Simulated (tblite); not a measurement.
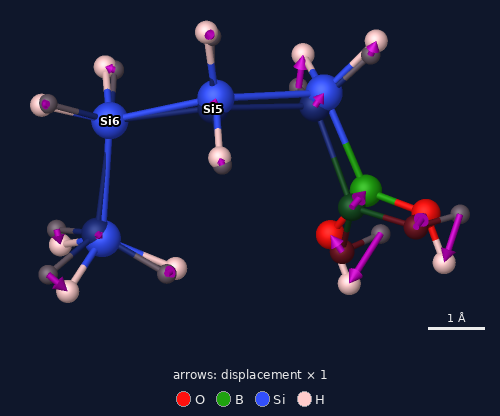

A relaxation of BSi4H11O2. The starting structure is drawn faded, the final one solid; purple arrows show the displacements, at their true length. The two geometries are superimposed by the best rigid fit.

A ball-and-stick model, seen from a free direction.

Computed with GFN2-xTB geometry optimisation, gas phase in tblite 0.8.0. 

### What happened in the run?

The largest move after the best rigid fit is that of an H atom, 1.18 Å. Largest moves by element: H 1.18 Å, O 0.53 Å, B 0.48 Å, Si 0.29 Å. Among the contacts that change: B–O 1.488 → 1.354 Å, B–O 1.469 → 1.357 Å, Si–Si 2.215 → 2.315 Å, Si–Si 2.227 → 2.326 Å. Bond angles that change, for instance: B–O–H 105.2° → 118.5°, B–O–H 105.1° → 118.4°, H–Si–H 111.1° → 102.2°. The energy falls by 47.3 kcal/mol in 120 geometry steps. The run took 1.2 s on 1 thread of Arm Neoverse V1, with other jobs on the host.
